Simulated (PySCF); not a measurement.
System: C2H15NSi4.

```
atom    x (Å)    y (Å)    z (Å)
   C  -2.2408   1.7860  -0.3222
   N  -1.1726   0.8487  -0.5642
  Si  -0.6532  -0.3038   0.6069
  Si  -2.4811  -1.5908   1.1930
   C   0.7265  -1.2887  -0.2590
  Si   2.2876  -0.3262  -0.7631
  Si   3.3041   0.6835   1.0444
   H  -2.6887   2.1020  -1.2665
   H  -3.0068   1.2985   0.2787
   H  -1.9037   2.6793   0.2164
   H  -0.4802   1.2305  -1.1913
   H  -0.0144   0.3252   1.7966
   H  -3.2073  -1.0421   2.3463
   H  -3.4912  -1.7420   0.1394
   H  -2.0976  -2.9544   1.5765
   H   1.0224  -2.0913   0.4174
   H   0.3127  -1.7805  -1.1394
   H   3.1845  -1.2682  -1.4572
   H   1.9055   0.6492  -1.8027
   H   2.7874   2.0298   1.3153
   H   4.7497   0.8465   0.8541
   H   3.1468  -0.0720   2.2920
```

Geometry: GFN2-xTB.

Method: PySCF 2.14.0, CAM-B3LYP/6-31G*, SCF density, gas phase, non-relativistic.

### Predict the electron density and electron localisation function between the atoms.

C–N (1.44 Å): ρ at the midpoint is about 1.9 e/Å³; the ELF peaks at about 0.95 between the atoms, as expected for a shared electron pair.
Si–N (1.72 Å): ρ at the midpoint is about 1.1 e/Å³; the ELF peaks at about 0.90 between the atoms: a polar covalent bond.
C–Si (1.90 Å): the density is about 0.91 e/Å³ at the midpoint; the ELF peaks at about 0.95 between the atoms: a shared electron pair.
C–H (1.09 Å): ρ is about 1.9 e/Å³ halfway; the ELF climbs to about 1 towards the hydrogen, as it does in any bond to H (a covalent bond by its length).

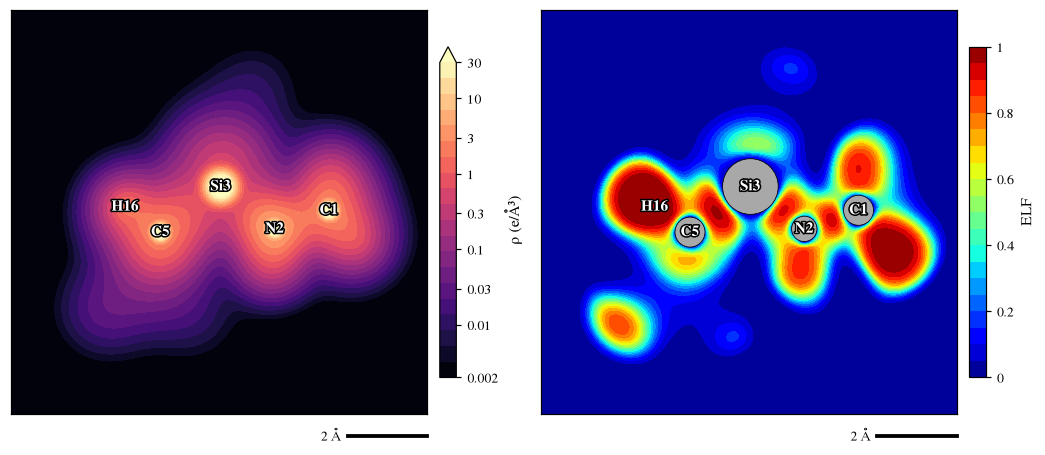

Computed electron density and electron localisation function on the plane of atoms C1, N2 and Si3, in this order. Grey discs cover the atomic cores in the ELF map. 
